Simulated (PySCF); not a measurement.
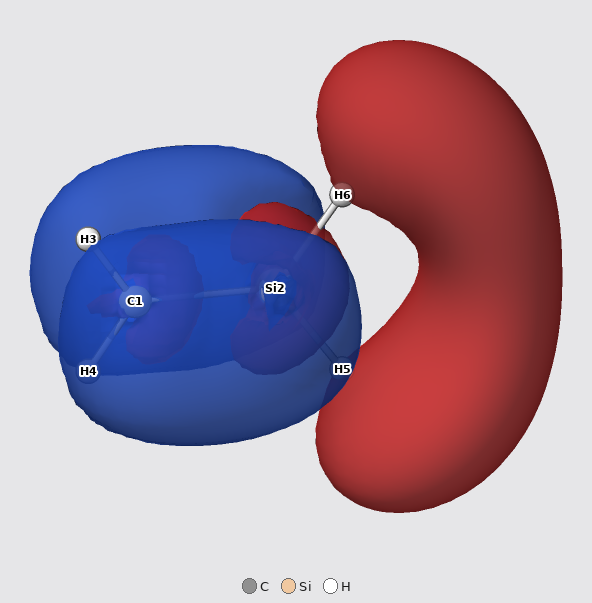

Figure 1: CH4Si, SMILES `C=[SiH2]`. Unrelaxed difference density of S₃ less the ground state (CIS singlet states), ±0.006 e/Å³; red: gain, blue: loss.

Level of theory: HF/aug-cc-pVDZ (PySCF), at a geometry from GFN2-xTB. No frequency check shows the geometry to be a minimum.

Cartesian coordinates (Å):

```
C1       1.1858    0.0000    0.0000
Si2     -0.5618    0.0000    0.0000
H3       1.7652   -0.9077    0.0000
H4       1.7652    0.9077    0.0000
H5      -1.3902    1.2002    0.0000
H6      -1.3903   -1.2002    0.0000
```

**How does the charge move on excitation?**

0.83 e is displaced in all, largely into diffuse regions outside the molecule. The state: 6.22 eV (199 nm), f = 0.000 (dark), π → diffuse (Rydberg-like) orbital; the leading pair carries 99 %; hole on C1 (48 %) and Si2 (41 %), electron on Si2 (69 %), H5 and H6 (11 % each) and C1 (7 %) (atom shares of so diffuse an orbital are rough); their centroids lie 2.7 Å apart.

Run time: 11 s on 1 thread of Arm Neoverse V2, with other jobs on the host, peak memory 0.17 GiB.
